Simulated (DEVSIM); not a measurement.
Device: W/HfO2/p-In0.53Ga0.47As capacitor, at 250 K.

```
layer (left to right)        material  thickness (nm)  Na (cm⁻³)
---------------------  --------------  --------------  ---------
1                                HfO2            2.60          -
2                      In0.53Ga0.47As            4800     1.4e16
```

Metal gate on the left, work function 4.6 eV. Fixed charge at the semiconductor interface 0 cm⁻² (in units of +e); no interface traps.

This is a model device: material constants are rounded textbook-type values typed into the input, and sizes, dopings and lifetimes were drawn at random. Values at 300 K; Nc and Nv go as T^1.5, mobilities as T to minus their exponent, the gap by Varshni's rule with the affinity fixed.

```tsv
parameter	HfO2	In0.53Ga0.47As
gap (eV)	5.7	0.74
affinity (eV)	2.5	4.51
permittivity	22	13.9
Nc (cm⁻³)	-	2.1e17
Nv (cm⁻³)	-	7.7e18
Varshni α (eV/K)	-	0.00035
Varshni β (K)	-	190
```

Model (solved in DEVSIM): 1D Poisson equation in equilibrium, Boltzmann statistics, complete ionisation; no quantum confinement or tunnelling. Metal contacts follow the ideal Schottky-Mott rule: no Fermi-level pinning, no interface dipoles.

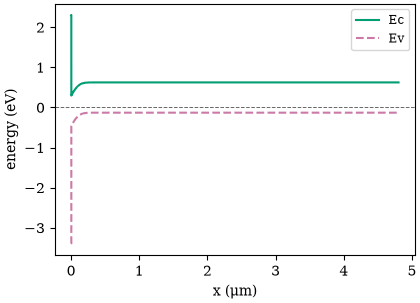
Figure: Band edges at -0.2 V on the gate

Energies count from the Fermi level of the right contact; mesh points crowd at the junctions.

```json
[
 {"x (μm)": "0.000", "Ec (eV)": "2.300", "Ev (eV)": "-3.400", "n (cm⁻³)": "< 1e2", "p (cm⁻³)": "< 1e2", "field (V/cm)": "21000"},
 {"x (μm)": "0.0009049", "Ec (eV)": "2.302", "Ev (eV)": "-3.398", "n (cm⁻³)": "< 1e2", "p (cm⁻³)": "< 1e2", "field (V/cm)": "21000"},
 {"x (μm)": "0.001855", "Ec (eV)": "2.304", "Ev (eV)": "-3.396", "n (cm⁻³)": "< 1e2", "p (cm⁻³)": "< 1e2", "field (V/cm)": "21000"},
 {"x (μm)": "0.002724", "Ec (eV)": "0.296", "Ev (eV)": "-0.459", "n (cm⁻³)": "1.7e11", "p (cm⁻³)": "3.3e9", "field (V/cm)": "33000"},
 {"x (μm)": "0.004990", "Ec (eV)": "0.303", "Ev (eV)": "-0.451", "n (cm⁻³)": "1.2e11", "p (cm⁻³)": "4.7e9", "field (V/cm)": "33000"},
 {"x (μm)": "0.009180", "Ec (eV)": "0.317", "Ev (eV)": "-0.437", "n (cm⁻³)": "6.5e10", "p (cm⁻³)": "8.9e9", "field (V/cm)": "32000"},
 {"x (μm)": "0.01775", "Ec (eV)": "0.344", "Ev (eV)": "-0.410", "n (cm⁻³)": "1.8e10", "p (cm⁻³)": "3.1e10", "field (V/cm)": "31000"},
 {"x (μm)": "0.04652", "Ec (eV)": "0.425", "Ev (eV)": "-0.330", "n (cm⁻³)": "4.3e8", "p (cm⁻³)": "1.3e12", "field (V/cm)": "25000"},
 {"x (μm)": "0.09645", "Ec (eV)": "0.529", "Ev (eV)": "-0.225", "n (cm⁻³)": "3400000", "p (cm⁻³)": "1.7e14", "field (V/cm)": "16000"},
 {"x (μm)": "0.2086", "Ec (eV)": "0.617", "Ev (eV)": "-0.137", "n (cm⁻³)": "57000", "p (cm⁻³)": "1.0e16", "field (V/cm)": "2000"},
 {"x (μm)": "0.4379", "Ec (eV)": "0.625", "Ev (eV)": "-0.130", "n (cm⁻³)": "41000", "p (cm⁻³)": "1.4e16", "field (V/cm)": "≈ 0"},
 {"x (μm)": "1.208", "Ec (eV)": "0.625", "Ev (eV)": "-0.130", "n (cm⁻³)": "41000", "p (cm⁻³)": "1.4e16", "field (V/cm)": "≈ 0"},
 {"x (μm)": "2.560", "Ec (eV)": "0.625", "Ev (eV)": "-0.130", "n (cm⁻³)": "41000", "p (cm⁻³)": "1.4e16", "field (V/cm)": "≈ 0"},
 {"x (μm)": "3.739", "Ec (eV)": "0.625", "Ev (eV)": "-0.130", "n (cm⁻³)": "41000", "p (cm⁻³)": "1.4e16", "field (V/cm)": "≈ 0"},
 {"x (μm)": "4.418", "Ec (eV)": "0.625", "Ev (eV)": "-0.130", "n (cm⁻³)": "41000", "p (cm⁻³)": "1.4e16", "field (V/cm)": "≈ 0"},
 {"x (μm)": "4.621", "Ec (eV)": "0.625", "Ev (eV)": "-0.130", "n (cm⁻³)": "41000", "p (cm⁻³)": "1.4e16", "field (V/cm)": "≈ 0"},
 {"x (μm)": "4.720", "Ec (eV)": "0.625", "Ev (eV)": "-0.130", "n (cm⁻³)": "41000", "p (cm⁻³)": "1.4e16", "field (V/cm)": "≈ 0"},
 {"x (μm)": "4.764", "Ec (eV)": "0.625", "Ev (eV)": "-0.130", "n (cm⁻³)": "41000", "p (cm⁻³)": "1.4e16", "field (V/cm)": "≈ 0"},
 {"x (μm)": "4.789", "Ec (eV)": "0.625", "Ev (eV)": "-0.130", "n (cm⁻³)": "41000", "p (cm⁻³)": "1.4e16", "field (V/cm)": "≈ 0"},
 {"x (μm)": "4.797", "Ec (eV)": "0.625", "Ev (eV)": "-0.130", "n (cm⁻³)": "41000", "p (cm⁻³)": "1.4e16", "field (V/cm)": "≈ 0"},
 {"x (μm)": "4.801", "Ec (eV)": "0.625", "Ev (eV)": "-0.130", "n (cm⁻³)": "41000", "p (cm⁻³)": "1.4e16", "field (V/cm)": "≈ 0"},
 {"x (μm)": "4.803", "Ec (eV)": "0.625", "Ev (eV)": "-0.130", "n (cm⁻³)": "41000", "p (cm⁻³)": "1.4e16", "field (V/cm)": "≈ 0"}
]
```
